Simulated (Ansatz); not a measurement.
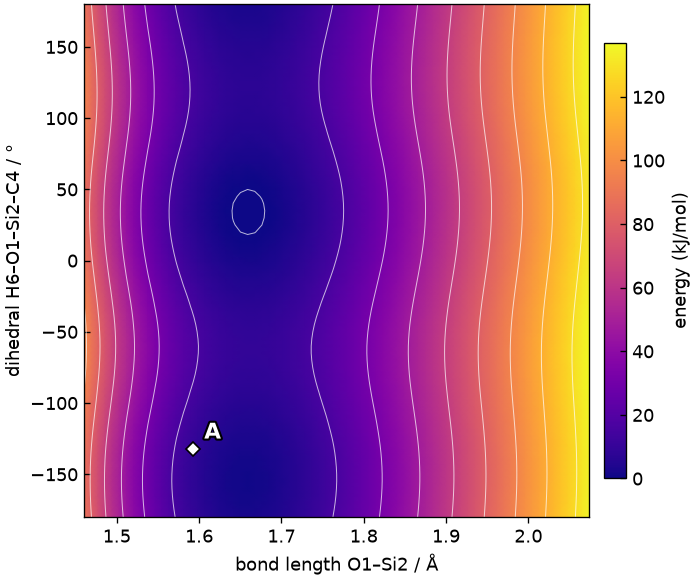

CH₃BrO₂Si, SMILES O[Si]1(Br)CO1. Coordinates scanned: (1) bond length O1–Si2; (2) dihedral H6–O1–Si2–C4. Nothing is relaxed (all other coordinates rigid). Grid: 15 × 15 points. Points are written as (first, second). All energies are given in kJ/mol relative to the lowest grid point. All numbers below come from RKS PBE-D4/def2-SVP in Ansatz.

In the figure: a smooth colour map with a few white contour lines, the point A. Between grid points the surface is interpolated.

Which way does the force act at A, and how strong is it?

A, at (1.592 Å, −132°), is not a stationary point. The computed force is 240 kJ/mol for each Å towards larger values of bond length O1–Si2 and 0.099 kJ/mol for each degree towards smaller values of dihedral H6–O1–Si2–C4.
